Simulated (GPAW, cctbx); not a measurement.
## Bonding in (NaF)1(ZrC)1 as X-rays see it

Question: by how much does bonding change the X-ray structure factors of (NaF)1(ZrC)1, how firmly does DFT give the change, and what does a routine refinement make of it?

The cell is a (NaF)1(ZrC)1 superlattice along [001] of the rock-salt type, started at the mean lattice constant and relaxed freely, with no substrate. All numbers below are calculated.

### 1. Relax the structure

The density hangs on the geometry, so cell and atoms are relaxed first, with the symmetry held. The cutoff is set higher than for the density because stress converges slowly with plane waves.

Settings: GPAW 26.7.0, PBE, 900 eV, 7×7×5 k-points (along the axes of the calculation cell), Fermi–Dirac width 0.1 eV, BFGS to 0.03 eV/Å.

```text
cell
1.0
     3.326937405    0.000000000    0.000000000
     0.000000000    3.326937405    0.000000000
     0.000000000    0.000000000    4.705000000
Na F Zr C
1 1 1 1
Direct
0.000000000 0.000000000 0.000000000
0.500000000 0.500000000 0.000000000
0.500000000 0.500000000 0.500000000
0.000000000 0.000000000 0.500000000
```

```console
$ OMP_NUM_THREADS=1 mpirun -n 4 gpaw python run.py > gpaw.log
```

```text
BFGS:    0      -25.048698        0.645888
BFGS:    1      -25.061228        0.614307
BFGS:    2      -25.136099        0.257148
BFGS:    3      -25.138467        0.243439
BFGS:    4      -25.150814        0.081031
BFGS:    5      -25.152756        0.021163
cell  3.2609 3.2609 4.9349  90.00 90.00 90.00
volume 52.474 A^3, largest force 0.000 eV/A, largest stress 0.26 GPa
```

After 5 steps the volume has changed by +0.8 % and the energy by -0.104 eV; the largest stress left is 0.26 GPa. It took 61 s on 4 cores of Arm Neoverse V1 (shared host), peak memory 0.95 GiB.

Relaxed structure: P4/mmm (no. 123), a = 3.2609 Å, b = 3.2609 Å, c = 4.9349 Å, α = 90.00°, β = 90.00°, γ = 90.00°.

| atom | mult. | x | y | z |
| --- | --- | --- | --- | --- |
| Zr1 | 1 | 1/2 | 1/2 | 1/2 |
| Na1 | 1 | 0 | 0 | 0 |
| F1 | 1 | 1/2 | 1/2 | 0 |
| C1 | 1 | 0 | 0 | 1/2 |

### 2. The all-electron density

X-rays see the whole electron density, so the PAW density is rebuilt with its core regions. Subtracting spherical free atoms from the same code cancels the cores and leaves the deformation density Δρ, the part due to bonding.

Settings: PBE, 550 eV, 8×8×5 k-points (along the axes of the calculation cell), Fermi–Dirac width 0.1 eV; primitive cell of 4 atoms.

```console
$ OMP_NUM_THREADS=1 mpirun -n 4 gpaw python run.py > gpaw.log
```

```text
|iter:   1|       0s |  -28.490530 | -0.02 |       |
|iter:   2|       1s |  -27.393920 | -1.39 | -0.89 |
|iter:   3|       1s |  -25.094513 | -0.68 | -0.95 |
...
|iter:   8|       5s |  -25.027088c| -5.62 | -3.23 |
|iter:   9|       6s |  -25.027096c| -6.71 | -4.01c|
|iter:  10|       7s |  -25.027096c| -7.89c| -4.52c|
```

```text
grid (36, 36, 54)  electrons 66.000  moved by bonding 1.004 e
deformation density beyond 0.5 A of the nuclei: max 0.149, min -0.111 e/A^3
atom        x       y       z   Voronoi charge  moment
Zr1    0.5000  0.5000  0.5000      0.408       0.00
Na2    0.0000  0.0000  0.0000      0.290       0.00
F 3    0.5000  0.5000  0.0000     -0.067       0.00
C 4    0.0000  0.0000  0.5000     -0.630       0.00
mean inner potential of superposed free atoms 19.010 V
total magnetic moment 0.000 muB
```

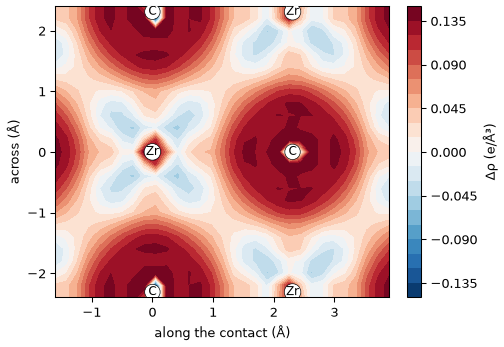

Deformation density in a plane through the shortest contact of the Zr atom at the origin; red gains electrons, blue loses them.

C gains most (-0.63 e) and Zr loses most (+0.41 e), which isn't the order of electronegativity: valence and coordination count too, and Voronoi cells cut space at the midplane whatever the atoms' sizes. Such charges fall far short of formal ones, since overlapping free atoms already put density on their neighbours. Along the shortest contact from the Zr atom at the map's origin, Zr–C at 2.31 Å, Δρ is +0.08 e/Å³ at the midpoint and highest, +0.14, 1.59 Å from Zr (points within 0.5 Å of a nucleus left out): the build-up leans to one atom, as in a polar bond or on the flank of an anion. At the midpoints of other shortest contacts it is 0.00 (Na–F, 2.31 Å), -0.07 (Zr–F, 2.47 Å), +0.01 (Na–C, 2.47 Å) and +0.03 (Zr–Zr, 3.26 Å) e/Å³. Point values carry grid noise of about 0.01 e/Å³. The run needed 10 iterations, 12 s.

### 3. From the density to structure factors

The Fourier components of Δρ, added to those of the free atoms, give the static X-ray structure factors; the Mott–Bethe relation turns them into the Fourier components V of the potential that fast electrons feel.

```text
static structure factors of the conventional cell: F in electrons, V (Mott-Bethe) in volts
   h  k  l      d  |F| table  |F| free   |F| DFT   change   |V| free  |V| DFT  change %
   0  0  1  4.9349    23.359    23.400    23.790    0.390     5.531    4.701    -15.0
   1  0  0  3.2609    27.840    27.832    27.506   -0.327     3.871    4.174      7.8
   1  0  1  2.7206    29.897    29.907    29.309   -0.598     3.939    4.326      9.8
   0  0  2  2.4674    49.736    49.636    50.396    0.761     8.703    8.298     -4.6
   1  1  0  2.3058    48.468    48.360    48.542    0.182     8.192    8.108     -1.0
   1  1  1  2.0890    18.883    18.938    18.750   -0.188     2.692    2.763      2.7
   1  0  2  1.9676    24.306    24.273    24.413    0.139     2.613    2.566     -1.8
   1  1  2  1.6847    41.787    41.733    41.851    0.117     6.016    5.987     -0.5
   0  0  3  1.6450    17.598    17.674    17.801    0.127     1.968    1.938     -1.5
   2  0  0  1.6304    41.029    40.987    40.937   -0.049     5.808    5.820      0.2
   2  0  1  1.5481    17.290    17.371    17.231   -0.139     1.807    1.836      1.6
   1  0  3  1.4687    25.158    25.164    25.211    0.047     2.042    2.033     -0.4
   2  1  0  1.4583    21.465    21.505    21.645    0.140     1.949    1.924     -1.3
   2  1  1  1.3985    24.626    24.638    24.752    0.114     1.941    1.922     -1.0
```

The largest X-ray change is +0.76 e on 002, 1.5 % of |F|. For electrons V goes as (Z − F)/g², so a change of F counts against Z − F, which is small at low angle and wherever the atoms' terms cancel: |V| of 001 moves by -15.0 % (5.53 to 4.70 V) against +1.7 % in |F|. The tabulated Hartree–Fock atoms differ from the free DFT atoms by up to 0.11 e, so the choice of reference atom matters too.

### 4. Convergence

Cheaper settings are set against the first, tightest run to find what the result needs. Some rows differ from it in more than one setting, so each label gives them all, and single effects show between rows that share the rest.

| run | ΔF 002 (e) | ΔF 101 (e) | ΔF 001 (e) | q(C) (e) | moved (e) | time |
| --- | --- | --- | --- | --- | --- | --- |
| 550 eV 8×8×5 | +0.761 | -0.598 | +0.390 | -0.630 | 1.004 | 12 s |
| 250 eV 7×7×5 | +0.612 | -0.463 | +0.409 | -0.601 | 1.364 | 5.5 s |
| 350 eV 7×7×5 | +0.743 | -0.580 | +0.393 | -0.625 | 1.037 | 6.9 s |

Within 0.02 e of the base on all three: 350 eV 7×7×5. The largest error, 0.149 e, comes with 250 eV 7×7×5. The moved charge is off by up to 36 % among these runs. Times are from shared hosts.

### 5. Refining ordinary atoms against data with bonding

Routine crystallography fits spherical atoms. To see the bias, intensities are simulated from tabulated atoms plus the DFT change ΔF, so that bonding alone can misfit (3436 reflections of the full sphere, merged to the counts below, to 0.4 Å, 1.5 % proportional noise plus counting noise, assumed isotropic U as listed, Δρ smeared by the mean U) and refined with cctbx over different ranges.

| range | data | R1 | GooF | U Zr1 (true 0.0029) | U Na1 (true 0.0043) | U F1 (true 0.0046) | U C1 (true 0.005) | largest shift (Å) | Δρ max, min (e/Å³) |
| --- | --- | --- | --- | --- | --- | --- | --- | --- | --- |
| all data | 303 | 0.0037 | 1.14 | 0.0029 | 0.0043 | 0.0046 | 0.0051 | 0.0000 | 0.33, -0.23 |
| low resolution, d > 0.84 | 44 | 0.0048 | 1.78 | 0.0028 | 0.0042 | 0.0044 | 0.0048 | 0.0000 | 0.17, -0.10 |
| high order, d < 0.75 | 244 | 0.0034 | 1.01 | 0.0029 | 0.0043 | 0.0046 | 0.0051 | 0.0000 | 0.26, -0.22 |
| occupancies free, d > 0.7 | 71 | 0.0037 | 1.40 | 0.0029 | 0.0045 | 0.0057 | 0.0062 | 0.0000 | 0.21, -0.13 |

With all data GooF is 1.14, diluted by the many high-angle data; the misfit shows at low resolution; the top residual peak lies 0.00 Å from F and 2.31 Å from Na, on the atom. No U is off by more than 3 s.u. at low resolution. Symmetry fixes every coordinate, so the shifts are zero by construction. With Zr1 held at 1 and the scale free, the other occupancies refine to Na1 1.005(0.005), F1 1.029(0.007) and C1 1.034(0.014), on sites that are all full: they absorb part of the misfit, and only ratios to the fixed site mean anything.

### 6. Answer

Bonding moves 1.00 e in the primitive cell of (NaF)1(ZrC)1 and changes the structure factors of the conventional cell in the table above by at most 0.76 e (002, 1.5 %), and among reflections above 2 % of the strongest by up to 2.0 % (101). The shortest bond, Zr–C, has Δρ = +0.08 e/Å³ at its midpoint, on a slope that rises towards one atom. Within 0.02 e of the base on all three: 350 eV 7×7×5. The largest error, 0.149 e, comes with 250 eV 7×7×5. The moved charge is off by up to 36 % among these runs. With all data GooF is 1.14, diluted by the many high-angle data. Limits: static density, frozen cores, no spin–orbit coupling.

[Outputs are excerpts: Python notices, other lines and further rows are left out; steps that failed or that the build refused (PBEsol, TPSS) are not shown.]

[Logs are printed without paths, hosts, clocks, repeated set-up lines and the standing remarks that a program may print on its own settings, such as how far it seeks lower states.]
